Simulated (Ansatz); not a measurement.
# CHCl2F (dichlorofluoromethane): CCSD(T)/def2-SVPD

What is the energy change on altering one bond length of CHCl2F (dichlorofluoromethane) at CCSD(T)/def2-SVPD? 

The results are computed with Ansatz 0.2.0.

78 further runs of the same task are left out: 78 set aside as unsound or not needed.

## 1. The system as given

The species is CHCl2F (5 atoms), meant as a singlet with charge 0. SMILES: `FC(Cl)Cl`. Geometry: relaxed at PBE0-D4/def2-TZVP.

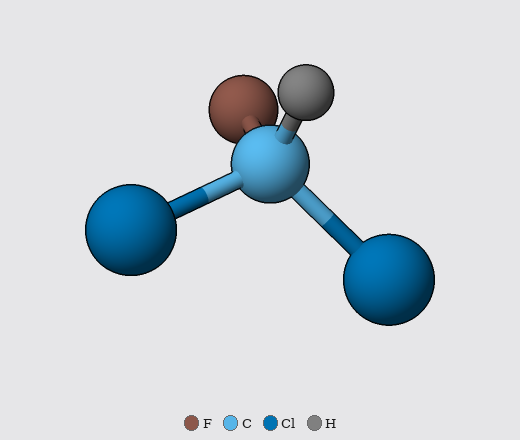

The structure, seen from a chosen angle (fluorine brown, carbon blue, chlorine blue, hydrogen grey).

## 2. The energy at CCSD(T)/def2-SVPD

Input file molecule.yaml:

```yaml
crystal:
  periodic: [false, false, false]
  atoms:
    - {symbol: F, position_ang: [-0.590600, 0.132500, 1.230400]}
    - {symbol: C, position_ang: [0.006400, 0.099400, 0.030700]}
    - {symbol: Cl, position_ang: [1.459900, -0.886800, 0.126900]}
    - {symbol: Cl, position_ang: [-1.120400, -0.525200, -1.167100]}
    - {symbol: H, position_ang: [0.294600, 1.106400, -0.262500]}
basis:
  gaussian:
    orbitals: def2-SVPD
correlation:
  method: ccsd_t
  frozen_orbitals: {C: 1, Cl: 5, F: 1, H: 0}
accuracy: high
scf:
  omitted_lower_state_checks: [cluster_reference, increment]
```

The run is started by

```bash
$ ansatz run molecule.yaml --threads 1 --pin off --max-ram 3480MiB --events-out events.jsonl --progress --plain --runs-dir runs
```

The program printed, cut to the lines that bear on the results:

```text
Warning: RAYON_NUM_THREADS=1 ignored (pool sized by the plan → 1); use --threads N
Functional definition: HF
  name "HF"
[...]
2035 factors; integrals over basis functions are off by at most 3.6e-9 eV
[...]
mean field -28748.48796899 eV, -1056.4874464355 hartree, gradient 2.1e-8 eV, S^2 0.000000; 0 other end points of the search recorded, 0 dependent functions left out
12 core orbitals not correlated: weight in the atoms' cores, before any rotation towards them, 1.000 or more for the frozen orbitals, at most 0.000 for the correlated occupied ones
reference -28748.48796899 eV, -1056.4874464355 hartree; 13, 13 occupied and 80, 80 virtual orbitals, 2035 factors
second order -17.12417356 eV of doubles, -0.00000000 eV of singles
cycle   1  -17.49346844 eV  change   -3.7e-1 eV  update   9.3e-2
[...]
cycle  20  -17.96621993 eV  change  -3.5e-10 eV  update   2.0e-9
perturbative correction -0.53701587 eV, -0.0197349693 hartree
Total energy: -28766.99120480 eV, -1057.1674278093 hartree
Checks for a lower state left out: cluster_reference, increment
```

Run time: 27 s. Hardware: 1 thread of Arm Neoverse V2, shared host; peak memory 0.72 GiB.

## 3. The distorted shape at the same level

Input file input.yaml:

```yaml
crystal:
  periodic: [false, false, false]
  atoms:
    - {symbol: F, position_ang: [-0.889116, 0.149051, 1.830283]}
    - {symbol: C, position_ang: [0.006400, 0.099400, 0.030700]}
    - {symbol: Cl, position_ang: [1.459900, -0.886800, 0.126900]}
    - {symbol: Cl, position_ang: [-1.120400, -0.525200, -1.167100]}
    - {symbol: H, position_ang: [0.294600, 1.106400, -0.262500]}
basis:
  gaussian:
    orbitals: def2-SVPD
correlation:
  method: ccsd_t
  frozen_orbitals: {C: 1, Cl: 5, F: 1, H: 0}
accuracy: high
scf:
  omitted_lower_state_checks: [cluster_reference, increment]
```

The run is started by

```bash
$ ansatz run input.yaml --threads 1 --pin off --max-ram 3480MiB --events-out events.jsonl --progress --plain --runs-dir runs
```

The program printed, cut to the lines that bear on the results:

```text
Warning: RAYON_NUM_THREADS=1 ignored (pool sized by the plan → 1); use --threads N
[... 2 set-up lines as earlier in the session ...]
[...]
2050 factors; integrals over basis functions are off by at most 3.1e-9 eV
[...]
mean field -28744.98134685 eV, -1056.3585804487 hartree, gradient 1.4e-8 eV, S^2 0.000000; 0 other end points of the search recorded, 0 dependent functions left out; unrestricted orbitals would lower it
12 core orbitals not correlated: weight in the atoms' cores, before any rotation towards them, 1.000 or more for the frozen orbitals, at most 0.000 for the correlated occupied ones
reference -28744.98134685 eV, -1056.3585804487 hartree; 13, 13 occupied and 80, 80 virtual orbitals, 2050 factors
second order -18.06207927 eV of doubles, -0.00000000 eV of singles
cycle   1  -17.94386439 eV  change    1.2e-1 eV  update   1.6e-1
[...]
cycle  28  -18.75450024 eV  change    1.4e-9 eV  update   1.4e-9
perturbative correction -0.77998264 eV, -0.0286638333 hartree
Total energy: -28764.51582974 eV, -1057.0764594537 hartree
Checks for a lower state left out: cluster_reference, increment
```

It took 33 s on 1 thread of Arm Neoverse V2, shared host; peak memory 0.72 GiB.

## 4. Results

At CCSD(T)/def2-SVPD, 12 core orbitals frozen:

| quantity | value |
| --- | --- |
| first shape: total energy | -1057.16743 Eh |
| first shape: correlation energy (12 core orbitals frozen) | -680.0 mEh |
| first shape: (T) correction | -19.73 mEh |
| first shape: T1 diagnostic | 0.012 |
| distorted shape: total energy | -1057.07646 Eh |
| distorted shape: correlation energy (12 core orbitals frozen) | -717.9 mEh |
| distorted shape: (T) correction | -28.66 mEh |
| distorted shape: T1 diagnostic | 0.023 |
| energy change with the F1–C2 bond stretched from 1.340 to 2.011 Å | 2.475 eV |

**Reading.** One bond (distorted shape) is far stretched, which a spin-restricted single reference describes badly; perturbation theory on it can break down and give far too much correlation. With the F1–C2 bond stretched from 1.340 to 2.011 Å the energy rises by 2.48 eV (239 kJ/mol). The first shape isn't relaxed at this level, so the change isn't measured from a minimum. A restricted reference can't describe the breaking bond well at this length. The triples (first shape) make up 2.9 % of the correlation energy. The T1 diagnostic (distorted shape) of 0.023 is above the customary mark for such species, so a single reference may not serve. The restricted solution (distorted shape) is unstable to spin breaking: an unrestricted one lies lower. The triples (distorted shape) make up 4.0 % of the correlation energy.
